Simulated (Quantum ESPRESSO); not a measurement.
# Energy and gap at +3 % biaxial strain: 1T-SiO2, 1 layer

**Set-up.** Quantum ESPRESSO 7.5 driven by ASE, PBE, GBRV ultrasoft, ESM (bc1); atomic heights clamped; cell area 6.304 Å² at zero strain.

| strain (%) | energy (meV a cell) | gap on the mesh (eV) |
| --- | --- | --- |
| −3 | 122.68 | 7.614 |
| −1.5 | 30.49 | 7.134 |
| 0 | 0.00 | 6.627 |
| +1.5 | 24.64 | 6.117 |

**Question.** What are energy and gap at +3 %, and how stiff is the sheet?

By hand: About zero, E'' = (30.49 + 24.64 − 2 × 0.00)/1.5² = 24.50 meV per %² and E' = (24.64 − 30.49)/3 = −1.95 meV per %. With E = A K ε², where K = (C11 + C22)/2 + C12 (C11 + C12 for a hexagonal sheet), K = 24.50 × 10/(2 × 6.304) × 16.02 = 311 N/m. The parabola gives E(+3 %) = 0.00 + 3 × (−1.95) + 4.5 × 24.50 = 104.4 meV. Continuing the last slope, the gap is 2 × 6.117 − 6.627 = 5.607 eV.

What the calculation gave: E = 98.4 meV and the gap 5.615 eV. The parabola misses by +6.0 meV, too high, since bonds soften under tension. The gap's line misses by −0.008 eV.

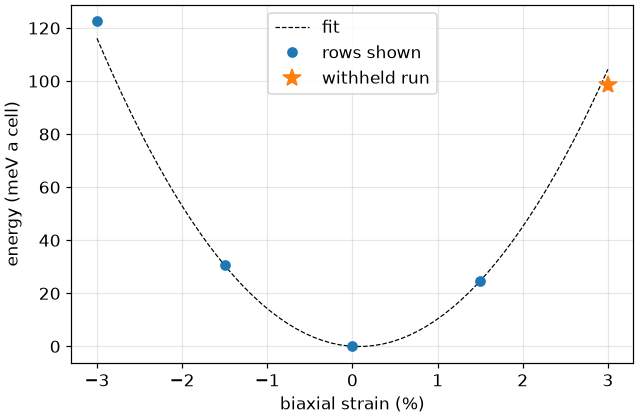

The rows shown, the fit and the withheld run.

**Limits.** Clamped heights stiffen sheets with several planes. Semilocal gap, no spin-orbit coupling.
